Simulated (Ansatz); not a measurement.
Band structure of FePt (P4/mmm, 2 atoms in the cell).

```yaml
crystal:
  lattice:
    - [2.72000, 0.00000, 0.00000]
    - [0.00000, 2.72000, 0.00000]
    - [0.00000, 0.00000, 3.71000]
  atoms:
    - { symbol: Fe, position: [0.00000, 0.00000, 0.00000], spin: 3.0 }
    - { symbol: Pt, position: [0.50000, 0.50000, 0.50000] }
```
(The spins are starting values, not results.)

Method of the run: PBE (plane waves, PAW; Ansatz, a quantum-chemistry and plane-wave program).

Settings: basis.ecutwfc = 420 eV; kpoints.mp_grid.grid = 9 9 7; hamiltonian.xc = pbe; hamiltonian.pseudopotentials = {kind: paw} (the program's default PAW files); magnetization.spin_polarized = true; scf.occupations.method = gaussian; scf.occupations.width = 0.1 eV; kpoints.band_path.npoints = 8.

The starting cell has typed, rounded lattice constants, without a prior relaxation at this level. Spin-orbit coupling is off. The magnetic order is the one reached from the typed start; others were not searched systematically.

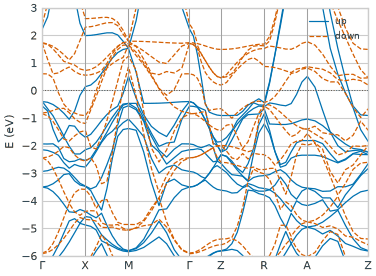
Figure: Bands along the path, energies from the Fermi level.

Levels in eV from the Fermi level, bands 16 to 22 of the first spin channel:
```csv
point,16,17,18,19,20,21,22
Γ,-1.94,-0.57,-0.40,-0.40,2.23,9.79,11.58
X,-2.54,-2.15,-1.70,0.14,1.99,10.44,10.58
M,-0.47,-0.47,0.50,1.52,1.52,7.60,9.98
Z,-2.33,-2.24,-2.24,-1.86,-0.91,15.59,15.62
R,-0.85,-0.66,-0.59,-0.54,-0.44,4.71,6.79
A,-1.82,-1.04,0.51,6.85,6.85,7.62,8.35
```

Bands cross the Fermi level along this path, so the cell is metallic at this level.

The net moment of the cell came out as 3.26 μB.

Keys are those of Ansatz 0.2.
